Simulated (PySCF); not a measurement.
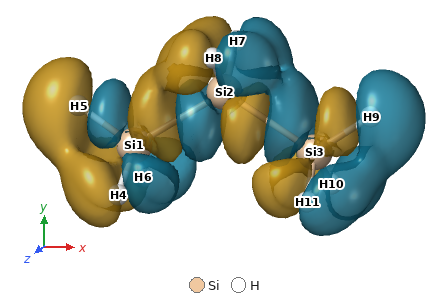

Figure. H₈Si₃, SMILES `[SiH3][SiH2][SiH3]`. Change of the electron density in a uniform field of 0.26 V/Å, surfaces at ±0.0015 e/Å³ (yellow: gain, teal: loss).

PySCF calculation, HF/def2-TZVP, gas phase; geometry: GFN2-xTB. No frequency check shows the geometry to be a minimum. A basis without diffuse functions makes polarisabilities too small.

Cartesian coordinates (Å):

```
Si1     -1.9641   -0.3912    0.0010
Si2     -0.0000    0.8332    0.0000
Si3      1.9641   -0.3911   -0.0010
H4      -2.0535   -1.2650    1.1744
H5      -3.1833    0.4207   -0.0097
H6      -2.0547   -1.2650   -1.1723
H7      -0.0005    1.7529   -1.1517
H8       0.0005    1.7528    1.1517
H9       3.1833    0.4207    0.0098
H10      2.0535   -1.2650   -1.1744
H11      2.0547   -1.2650    1.1723
```

Along which Cartesian direction does the field point?

Answer. Along +x: electrons gather on the −x side, against the field.

How large is the response?

Answer. The induced dipole is 1.24 D (along the field); α along this axis, from the fields in both directions, is 97 bohr³ (14.4 Å³).

Which atoms gain and lose the most charge?

Answer. Electrons gather most on Si1 (Hirshfeld charge changes by −0.014 e) and leave H9 most (+0.013 e); 0.101 electrons are displaced in all.

Cost of the run: 2.2 s on 1 thread of AMD EPYC 9R45 96-Core Processor (Zen 5), on a shared host, peak memory 0.36 GiB.
